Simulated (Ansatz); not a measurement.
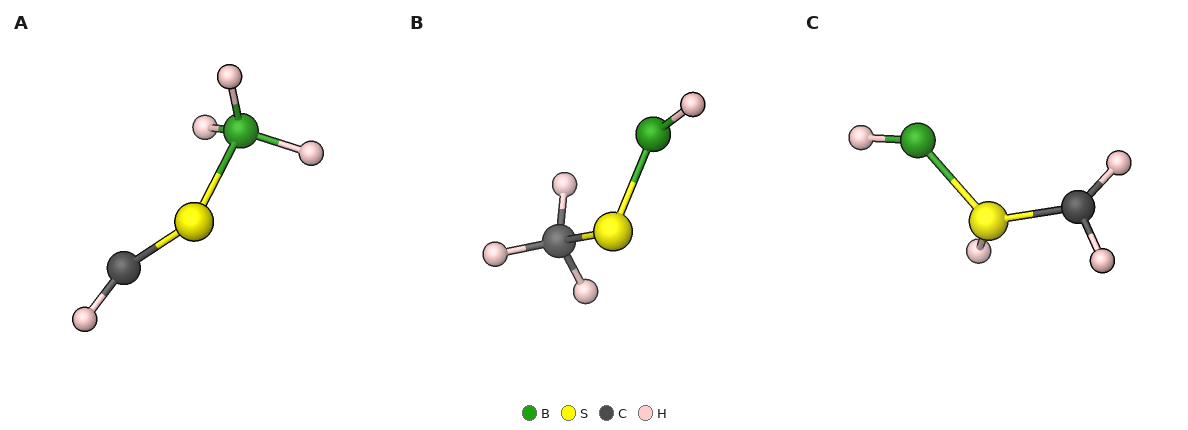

3 stationary structures of one formula. State: neutral, doublet. Geometries: PBE0-D4/def2-TZVP. Electronic energies: UHF-CCSD(T) (frozen core)/def2-TZVPP (Ansatz 0.2.0), without zero-point energy. No frequency run is at hand to confirm each as a minimum. Each is one conformer, not always the lowest.

> Which is lowest in energy, and by how much?

B is lowest (Cs); A lies 1.868 eV above it (Cs), C lies 3.581 eV above it (C1).

The determinant isn't a pure spin state (⟨S²⟩ up to 1.05).
